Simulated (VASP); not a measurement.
# Si2Mo with PBE + D3(BJ): from relaxation to properties, part 4 of 4

What structure and properties does PBE + D3(BJ) give Si2Mo, and how near are they to the measured ones? The start is a cell from a database of measured crystal structures.

VASP 6.6.1, plane waves and PAW; the level of theory is named at each step.

So far. Step 6 (Density of states (PBE + D3(BJ))): The finer mesh and the other smearing move the Fermi level by +0.06 eV from the 10×10×10 run, one measure of the sampling error in the zero of the bands above. Of the states within 0.3 eV of the Fermi level, the largest shares in the PAW spheres are Mo d 58 % and Si p 13 %. The rest lies in smaller channels or between the spheres. The relaxed cell has a = 3.178, c = 7.790 Å (conventional setting).

The database entry behind the starting cell is an old determination (1927), so it need not match the best structure at ambient conditions.

### 8. Vibrations at Γ (PBE + D3(BJ))

This step: PBE with D3(BJ); plane waves and PAW (Si, Mo_sv) (VASP 6.6.1).

Zone-centre modes test whether the atoms sit at a minimum within this cell. IBRION = 6 takes the force constants from differences of forces between displaced cells, so the forces must be tight.

The input, INCAR:

```
SYSTEM = Si2Mo
PREC = Accurate
ENCUT = 400
EDIFF = 1E-08
NELM = 100
ISMEAR = 1
SIGMA = 0.2
LREAL = .FALSE.
ALGO = Normal
GGA = PE
IVDW = 12
NBANDS = 17
LASPH = .TRUE.
LORBIT = 11
LWAVE = .FALSE.
LCHARG = .FALSE.
KPAR = 2
IBRION = 6
NFREE = 2
POTIM = 0.015
ISIF = 2
NSW = 1
```

The input, POSCAR:

```
Si2Mo
1.0
   -1.5890689334      1.5890689334      3.8950969645
    1.5890689334     -1.5890689334      3.8950969645
    1.5890689334      1.5890689334     -3.8950969645
Si Mo
2 1
Direct
    0.3347889275      0.3347889275      0.0000000000
    0.6652110725      0.6652110725      0.0000000000
    0.0000000000      0.0000000000      0.0000000000
```

The input, KPOINTS:

```
Automatic mesh
0
Gamma
17 17 17
0 0 0
```

Potentials, in the order of the species: Si and Mo_sv (PBE family, release 64).

On the command line:

```console
$ mpirun -np 2 vasp_std
```

Log:

```text
[... set-up lines as in an earlier step ...]
 entering main loop
       N       E                     dE             d eps       ncg     rms          rms(c)
DAV:   1     0.964694496430E+02    0.96469E+02   -0.98498E+03 13906   0.101E+03
DAV:   2    -0.219898227396E+02   -0.11846E+03   -0.11643E+03 17396   0.273E+02
DAV:   3    -0.240985911927E+02   -0.21088E+01   -0.20980E+01 16884   0.334E+01
DAV:   4    -0.241086965497E+02   -0.10105E-01   -0.10097E-01 17200   0.265E+00
DAV:   5    -0.241087638085E+02   -0.67259E-04   -0.67253E-04 16843   0.203E-01    0.226E+01
DAV:   6    -0.233709473522E+02    0.73782E+00   -0.59473E+00 14810   0.162E+01    0.511E+00
DAV:   7    -0.232584925698E+02    0.11245E+00   -0.84935E-01 14508   0.565E+00    0.470E+00
DAV:   8    -0.232252358191E+02    0.33257E-01   -0.99900E-02 14940   0.242E+00    0.445E-01
DAV:   9    -0.232245784061E+02    0.65741E-03   -0.18515E-03 17414   0.356E-01    0.240E-01
DAV:  10    -0.232245300760E+02    0.48330E-04   -0.51638E-04 15584   0.195E-01    0.529E-02
DAV:  11    -0.232245194702E+02    0.10606E-04   -0.16980E-04 15169   0.983E-02    0.373E-02
DAV:  12    -0.232245168358E+02    0.26344E-05   -0.25545E-05 14659   0.358E-02    0.773E-03
DAV:  13    -0.232245161876E+02    0.64819E-06   -0.10724E-06 15209   0.908E-03    0.223E-03
DAV:  14    -0.232245160736E+02    0.11400E-06   -0.15156E-08 13462   0.959E-04    0.463E-04
DAV:  15    -0.232245160472E+02    0.26360E-07   -0.29049E-09  7572   0.444E-04    0.572E-04
DAV:  16    -0.232245160554E+02   -0.81495E-08   -0.53976E-10  7337   0.190E-04
   1 F= -.24994334E+02 E0= -.24994456E+02  d E =0.367342E-03
 Found     4 degrees of freedom:
 Finite differences POTIM= 0.01500 DOF=   4
 bond charge predicted
       N       E                     dE             d eps       ncg     rms          rms(c)
DAV:   1    -0.232235171271E+02    0.99892E-03   -0.54113E-02 44478   0.117E+00    0.819E-02
DAV:   2    -0.232235509008E+02   -0.33774E-04   -0.10580E-03 57276   0.213E-01    0.331E-02
DAV:   3    -0.232235317596E+02    0.19141E-04   -0.59116E-05 50689   0.453E-02    0.896E-03
DAV:   4    -0.232235324676E+02   -0.70801E-06   -0.55008E-06 56942   0.145E-02    0.512E-03
DAV:   5    -0.232235325362E+02   -0.68629E-07   -0.14688E-07 50256   0.405E-03    0.131E-03
DAV:   6    -0.232235325413E+02   -0.50763E-08   -0.35549E-08 50407   0.130E-03
   2 F= -.24993353E+02 E0= -.24993475E+02  d E =0.367604E-03
[...]
3 F= -.24993353E+02 E0= -.24993475E+02  d E =0.367582E-03
[...]
4 F= -.24992253E+02 E0= -.24992344E+02  d E =0.273523E-03
[...]
5 F= -.24993297E+02 E0= -.24993457E+02  d E =0.479692E-03
[...]
6 F= -.24993123E+02 E0= -.24993244E+02  d E =0.363874E-03
[...]
7 F= -.24993123E+02 E0= -.24993244E+02  d E =0.363880E-03
[...]
8 F= -.24992713E+02 E0= -.24992835E+02  d E =0.366912E-03
 Finite differences progress:
  Degree of freedom:   4/  4
  Displacement:        1/  2
  Total:               7/  8
 bond charge predicted
       N       E                     dE             d eps       ncg     rms          rms(c)
DAV:   1    -0.232085457280E+02    0.14350E-01   -0.53853E+00 13776   0.249E+01    0.341E-01
DAV:   2    -0.232232341053E+02   -0.14688E-01   -0.16466E-01 14438   0.356E+00    0.150E-01
DAV:   3    -0.232229194756E+02    0.31463E-03   -0.13917E-03 17823   0.304E-01    0.663E-02
DAV:   4    -0.232228936983E+02    0.25777E-04   -0.16698E-04 16143   0.113E-01    0.280E-02
DAV:   5    -0.232228949966E+02   -0.12982E-05   -0.13891E-05 16342   0.298E-02    0.137E-02
DAV:   6    -0.232228956068E+02   -0.61028E-06   -0.17329E-06 15973   0.102E-02    0.479E-03
DAV:   7    -0.232228956144E+02   -0.75634E-08   -0.20106E-07 16220   0.578E-03    0.989E-04
DAV:   8    -0.232228956159E+02   -0.14684E-08   -0.13525E-08  9078   0.928E-04
   9 F= -.24992713E+02 E0= -.24992835E+02  d E =0.366913E-03
 Finite differences progress:
  Degree of freedom:   4/  4
  Displacement:        2/  2
  Total:               8/  8
```

Elapsed: 16 min, on 2 MPI ranks of AMD EPYC 7R43, shared host; peak memory 1.8 GiB.

Parts of OUTCAR (step 8):

```text
   k-points           NKPTS =    405   k-points in BZ     NKDIM =    405   number of bands    NBANDS=     17

   NELECT =      22.0000    total number of electrons

 Edisp (eV)   -1.76982

 E-fermi :  12.6012

 k-point     1 :       0.0000    0.0000    0.0000
  band No.  band energies     occupation
    ...
      6       6.0753      2.00000
      7       9.2095      2.00000
      8       9.4469      2.00000
      9       9.9167      2.00000
     10       9.9167      2.00000
     11      12.9843     -0.02083
     12      15.7077     -0.00000
     13      15.8830     -0.00000
     14      16.1997     -0.00000
     15      16.1997     -0.00000
    ...

 Edisp (eV)   -1.76982

  Total      -0.00945    -0.00945     0.06031     0.00000     0.00000     0.00000
  in kB      -0.38479    -0.38479     2.45597     0.00000     0.00000     0.00000
  external pressure =        0.56 kB  Pullay stress =        0.00 kB

 POSITION                                       TOTAL-FORCE (eV/Angst)
 -----------------------------------------------------------------------------------
      0.00000      0.00000      2.60807        -0.000000     -0.000000     -0.141749
      0.00000      0.00000      5.18212        -0.000000     -0.000000     -0.074333
      0.00000      0.00000     -0.01500         0.000000      0.000000      0.216082
 -----------------------------------------------------------------------------------
    total drift:                                0.000000      0.000000     -0.000016

  FREE ENERGIE OF THE ION-ELECTRON SYSTEM (eV)
  ---------------------------------------------------
  free  energy   TOTEN  =       -24.9927131787 eV

  energy  without entropy=      -24.9930800913  energy(sigma->0) =      -24.99283548

 Eigenvectors and eigenvalues of the dynamical matrix
 ----------------------------------------------------

   1 f  =   13.359982 THz    83.943243 2PiTHz  445.641034 cm-1    55.252421 meV
             X         Y         Z           dx          dy          dz
      0.000000  0.000000  2.608071     0.000000   -0.000000   -0.707107
      0.000000  0.000000  5.182123     0.000000    0.000000    0.707107
      0.000000  0.000000  0.000000     0.000000    0.000000    0.000000

   2 f  =   10.242827 THz    64.357579 2PiTHz  341.663926 cm-1    42.360909 meV
             X         Y         Z           dx          dy          dz
      0.000000  0.000000  2.608071    -0.706993    0.012690    0.000000
      0.000000  0.000000  5.182123     0.706993   -0.012690   -0.000000
      0.000000  0.000000  0.000000    -0.000000   -0.000000    0.000000

   3 f  =   10.242827 THz    64.357579 2PiTHz  341.663926 cm-1    42.360909 meV
             X         Y         Z           dx          dy          dz
      0.000000  0.000000  2.608071     0.012690    0.706993   -0.000000
      0.000000  0.000000  5.182123    -0.012690   -0.706993    0.000000
      0.000000  0.000000  0.000000     0.000000   -0.000000    0.000000

   4 f  =    9.968653 THz    62.634891 2PiTHz  332.518455 cm-1    41.227016 meV
             X         Y         Z           dx          dy          dz
      0.000000  0.000000  2.608071    -0.000000   -0.000000    0.561565
      0.000000  0.000000  5.182123    -0.000000   -0.000000    0.561565
      0.000000  0.000000  0.000000    -0.000000   -0.000000   -0.607692

   5 f  =    8.615613 THz    54.133494 2PiTHz  287.385922 cm-1    35.631297 meV
             X         Y         Z           dx          dy          dz
      0.000000  0.000000  2.608071    -0.000000   -0.561541   -0.000000
      0.000000  0.000000  5.182123    -0.000000   -0.561541   -0.000000
      0.000000  0.000000  0.000000     0.000000    0.607737    0.000000

   6 f  =    8.615613 THz    54.133494 2PiTHz  287.385922 cm-1    35.631297 meV
             X         Y         Z           dx          dy          dz
      0.000000  0.000000  2.608071    -0.561541    0.000000   -0.000000
      0.000000  0.000000  5.182123    -0.561541    0.000000    0.000000
      0.000000  0.000000  0.000000     0.607737    0.000000    0.000000

   7 f/i=    0.000184 THz     0.001153 2PiTHz    0.006121 cm-1     0.000759 meV
             X         Y         Z           dx          dy          dz
      0.000000  0.000000  2.608071    -0.000000   -0.000000    0.429703
      0.000000  0.000000  5.182123    -0.000000   -0.000000    0.429703
      0.000000  0.000000  0.000000    -0.000000   -0.000000    0.794173

   8 f/i=    0.000644 THz     0.004049 2PiTHz    0.021496 cm-1     0.002665 meV
             X         Y         Z           dx          dy          dz
      0.000000  0.000000  2.608071     0.382843    0.195200    0.000000
      0.000000  0.000000  5.182123     0.382843    0.195200    0.000000
      0.000000  0.000000  0.000000     0.707484    0.360724    0.000000

   9 f/i=    0.000644 THz     0.004049 2PiTHz    0.021496 cm-1     0.002665 meV
             X         Y         Z           dx          dy          dz
      0.000000  0.000000  2.608071    -0.195200    0.382843    0.000000
      0.000000  0.000000  5.182123    -0.195200    0.382843    0.000000
      0.000000  0.000000  0.000000    -0.360724    0.707484    0.000000

 ELASTIC MODULI CONTR FROM IONIC RELAXATION (kBar)
 Direction    XX          YY          ZZ          XY          YZ          ZX
 --------------------------------------------------------------------------------
 XX         -19.4374    -19.4374    -24.5721      0.0000     -0.0000     -0.0000
 YY         -19.4374    -19.4374    -24.5721      0.0000     -0.0000     -0.0000
 ZZ         -24.5721    -24.5721    -31.0633      0.0000     -0.0000     -0.0000
 XY           0.0000      0.0000      0.0000      0.0000      0.0000      0.0000
 YZ          -0.0000     -0.0000     -0.0000      0.0000    -26.1208     -0.0000
 ZX          -0.0000     -0.0000     -0.0000      0.0000     -0.0000    -26.1208
 --------------------------------------------------------------------------------

[... 7 parts as in an earlier step ...]

[... 9 further parts left out ...]
```

CONTCAR:

```
Si2Mo
   1.00000000000000
    -1.5890689334000001    1.5890689334000001    3.8950969645000000
     1.5890689334000001   -1.5890689334000001    3.8950969645000000
     1.5890689334000001    1.5890689334000001   -3.8950969645000000
  Si              Mo
     2     1
Direct
     0.3347889275000000    0.3347889275000000    0.0000000000000000
     0.6652110725000000    0.6652110725000000    0.0000000000000000
    -0.0019254976367354   -0.0019254976367354    0.0000000000000000
```

The last energy, forces, stress and levels in OUTCAR belong to the last displaced cell, not to the cell of POSCAR.

Numbers from this step:

```
bands                     : 17
irreducible k-points      : 405
pressure of the cell      : 0.03395 GPa
largest force of the cell : 0.03475 eV/Å
```

The modes at Γ (shares of kinetic energy by element, %):

| mode | frequency (cm⁻¹) | symmetry | Si % | Mo % |
| --- | --- | --- | --- | --- |
| 1 | 0.0 | acoustic | 37 | 63 |
| 2 | 0.0 | acoustic | 37 | 63 |
| 3 | 0.0 | acoustic | 37 | 63 |
| 4 | 287.4 | Eu | 63 | 37 |
| 5 | 287.4 | Eu | 63 | 37 |
| 6 | 332.5 | A2u | 63 | 37 |
| 7 | 341.7 | Eg | 100 | 0 |
| 8 | 341.7 | Eg | 100 | 0 |
| 9 | 445.6 | A1g | 100 | 0 |

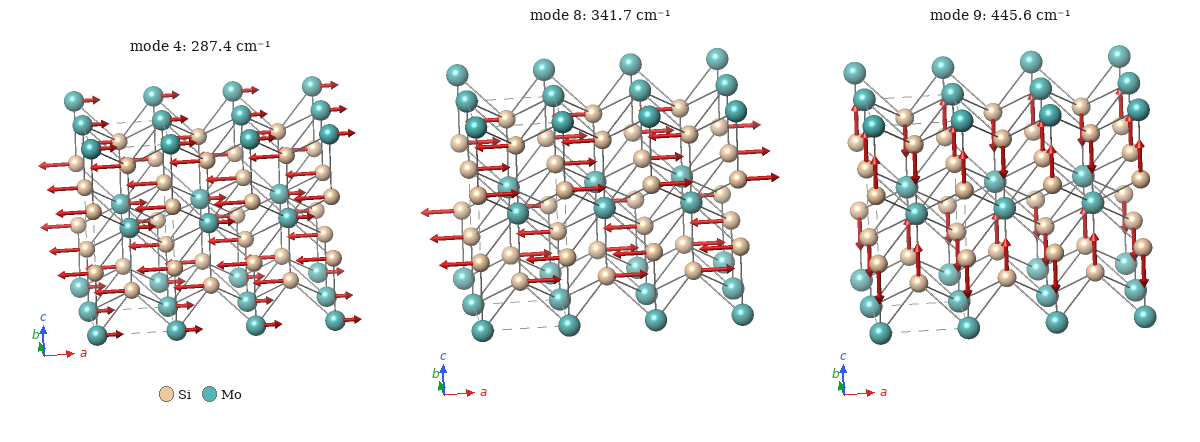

Displacement patterns of modes 4, 8 and 9 at Γ; arrows are exaggerated. 3×2×1 conventional cells are drawn. Some periodic images of atoms are drawn too.

The three acoustic modes come out at zero, and all others are real. By the characters of their eigenvectors the optical modes sort into (cm⁻¹) Raman active: Eg 342, A1g 446; infrared active: Eu 287, A2u 333. With a centre of inversion no mode is active in both.

### 9. What came out

| Property | Result |
| --- | --- |
| relaxed volume | 13.11 Å³/atom |
| relaxed conventional cell a, b, c | 3.178, 3.178, 7.790 Å |
| space group after relaxing, within 0.02 Å | I4/mmm (No. 139) |
| band gap | none, a metal |
| DOS at the Fermi level | 0.242 states/eV/cell |
| band gap (PBE + D3(BJ) + SOC) | none, a metal |
| highest zone-centre mode | 446 cm⁻¹ |

**Reading.** With PBE + D3(BJ), Si2Mo relaxes to 13.11 Å³/atom in space group I4/mmm (held by the symmetry of the run) and comes out as a metal. Against the listed cell the volume lies -2.3 % (a -0.7 %, c -0.9 %). Bands along the symmetry lines (PBE + D3(BJ)): Of the bands kept, 2 cross the Fermi level on this path. Band structure (PBE + D3(BJ) + SOC): Of the bands kept, 4 cross the Fermi level on this path (spinor bands, one electron each). Vibrations at Γ (PBE + D3(BJ)): The highest mode at Γ, 445.6 cm⁻¹, is mostly motion of Si (100 % of the kinetic energy). Modes at Γ alone can't show that the crystal is stable at other wave vectors. No search among competing phases was made, and a listed structure need not be the one stable at ambient conditions. All values are for a static lattice at zero temperature.

Computed beside measured:

| quantity | measured | PBE with D3(BJ) |
| --- | --- | --- |
| lattice constant a (Å) | 3.20519 | 3.178 (-0.8 %) |
| lattice constant c (Å) | 7.84461 | 7.790 (-0.7 %) |

Measured values from arxiv:2202.05362 (2022).

How well it matches: The lattice constant a is off by -0.8 %: fair agreement. The lattice constant c is off by -0.7 %: good agreement. The grades are ours: good and fair within 0.7 and 1.5 % for the lattice constant a and 0.8 and 2 % for the lattice constant c. For lattice constants the calculation has a static lattice, without zero-point motion or thermal expansion.

[Lines on the potential files, build, host, timing and source positions are cut from VASP's logs without a mark.]

[Logs are printed without paths, hosts, clocks, repeated set-up lines and the standing remarks that a program may print on its own settings, such as how far it seeks lower states.]

[Hosts, paths, dates, database ids (printed as entryN), source tags and the programs' standing remarks are cut or masked in the printed files.]

[Measured values are set beside computed ones only where the two were judged alike; some that the calculation misses by far are left out.]
